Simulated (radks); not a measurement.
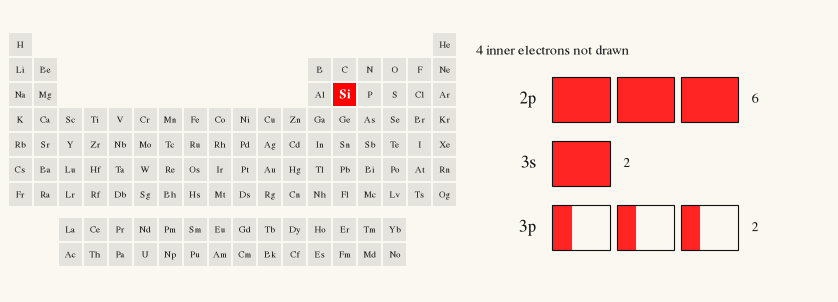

Left, the place of silicon in the periodic table; right, the outer shells as the input fills them: a box for each of the 2l + 1 orbitals, shaded by the share of the shell that is filled, with the electron count at the right.

Si: atomic calculation

System: a free Si atom in the configuration [Ne] 3s2 3p2.
Method: non-relativistic Kohn-Sham, r2SCAN, spin-unpolarised, spherical densities, point nucleus (the in-house radial solver radks).

**What the run reported**

- outcome: converged
- total energy: −289.305021 hartree
- kinetic energy: 288.877401 hartree
- electron–nucleus energy: −689.388760 hartree
- Hartree energy: 131.917072 hartree
- exchange–correlation energy: −20.710734 hartree
- radius at density 0.001 e/bohr³: 4.45 bohr
- SCF iterations: 10
- hardware: 1 thread of Arm Neoverse N1, 69 GiB of memory available, shared host

**What is odd here**

A numerical setting was moved from its usual value: mixing history nhist = 20. The program ran to the end, and its total energy equals that of the same run with the usual input (−289.30502 hartree) within 10⁻⁵ hartree, so the oddity leaves no trace in it.

**Input file**
```
Z 14
configuration [Ne] 3s2 3p2
relativity non-relativistic
functional r2scan,r2scan
spin unpolarised
nucleus point
history 20
max_iterations 73
```

Energies in input and log are in hartree, lengths in bohr.

Launched within a batch (the task file carries these settings):
```bash
python <driver script> task.json out
```

**The program's output**
```
1s      1   2.0000         -65.87394901
2s      1   2.0000          -5.25170023
2p      1   6.0000          -3.59301619
3s      1   2.0000          -0.40919695
3p      1   2.0000          -0.15121364
Etot -289.30502132401756
Ekin 288.8774013970649
Encl -689.38876048061
Eh 131.91707194907661
Exc -20.710734189549065
err 6.825310008297751e-07
it 10
```

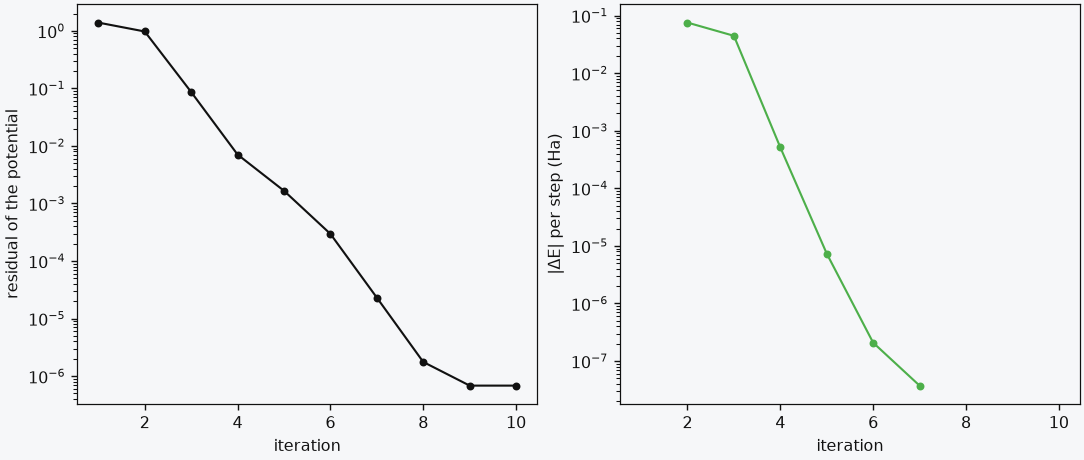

Convergence: residual of the potential and change of the energy from step to step (the smallest changes aren't drawn) against the iteration. The residual falls almost steadily, with no more than small rises or pauses. It goes from 1.4 to 6.8×10⁻⁷ in 10 steps.
